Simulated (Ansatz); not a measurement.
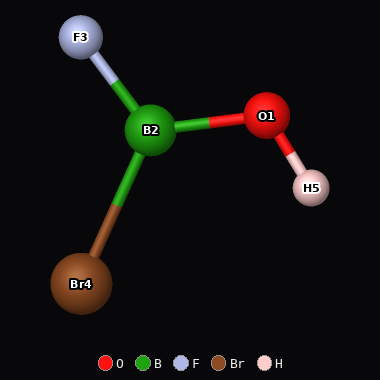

The system is BBrFHO, SMILES OB(F)Br; the picture shows the reference structure. The first coordinate is: angle H5–O1–B2; the second: dihedral H5–O1–B2–F3. Nothing is relaxed (all other coordinates rigid). The grid has 7 × 8 points; 35 points were computed and 21 follow by symmetry. Points are written as (first, second). All energies are given in eV relative to the lowest grid point. These are results of Ansatz, RKS wB97X-V/def2-SVP, not measurements.

Its coordinates:

```tsv
atom	x (Å)	y (Å)	z (Å)
O	0.5701	0.8689	0.3203
B	0.0672	-0.3647	0.1567
F	0.5092	-1.3483	0.9177
Br	-1.2883	-0.7552	-1.1602
H	0.1917	1.5256	-0.2759
```

Range: angle H5–O1–B2 from 68.8 to 158.8°; dihedral H5–O1–B2–F3 from −180 to 135°.

Q: What will the energy surface look like?

A: The lowest grid point is at (113.8°, −180°). There is a further well near (113.8°, 0°) (0.045 eV above the lowest at that grid point). The highest grid point, (68.8°, −90°), lies 1.78 eV above the lowest. On the interpolated surface the easiest way out of the lowest well to the well at (113.8°, 0°) passes a barrier of about 0.43 eV. Round the minimum the two coordinates are nearly uncoupled.

| dihedral H5–O1–B2–F3 ↓, angle H5–O1–B2 → | 68.8 | 83.8 | 98.8 | 113.8 | 128.8 | 143.8 | 158.8 |
| --- | --- | --- | --- | --- | --- | --- | --- |
| 135 | 1.62 | 0.77 | 0.35 | 0.21 | 0.26 | 0.39 | 0.52 |
| 90 | 1.78 | 0.99 | 0.59 | 0.44 | 0.44 | 0.51 | 0.58 |
| 45 | 1.66 | 0.78 | 0.37 | 0.24 | 0.30 | 0.43 | 0.56 |
| 0 | 1.52 | 0.58 | 0.15 | 0.04 | 0.15 | 0.34 | 0.53 |
| −45 | 1.66 | 0.78 | 0.37 | 0.24 | 0.30 | 0.43 | 0.56 |
| −90 | 1.78 | 0.99 | 0.59 | 0.44 | 0.44 | 0.51 | 0.58 |
| −135 | 1.62 | 0.77 | 0.35 | 0.21 | 0.26 | 0.39 | 0.52 |
| −180 | 1.49 | 0.57 | 0.12 | 0.00 | 0.09 | 0.28 | 0.48 |

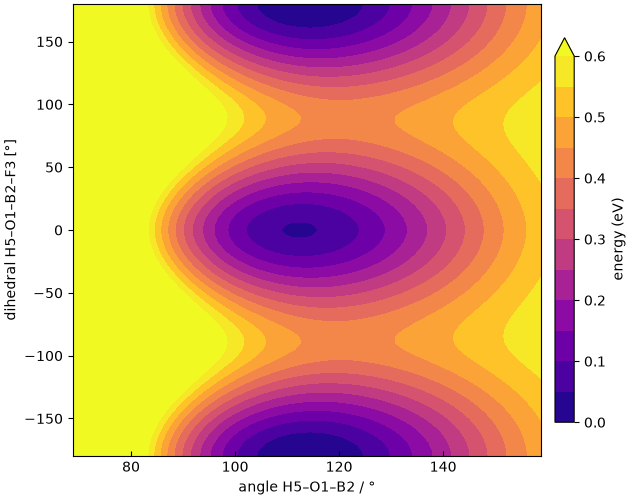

In the figure: filled contours, one colour for all values above the top of the scale. Between grid points the surface is interpolated.

Each point was launched as `ansatz run input.yaml --threads 1 --pin off --max-ram 2560MiB --backend cpu --events-out ev --progress --plain --runs-dir out`. Time for the 35 points that were run: 6.6 min on 1 thread of Intel(R) Xeon(R) Platinum 8259CL CPU @ 2.50GHz (Skylake/Cascade Lake), on a shared host.
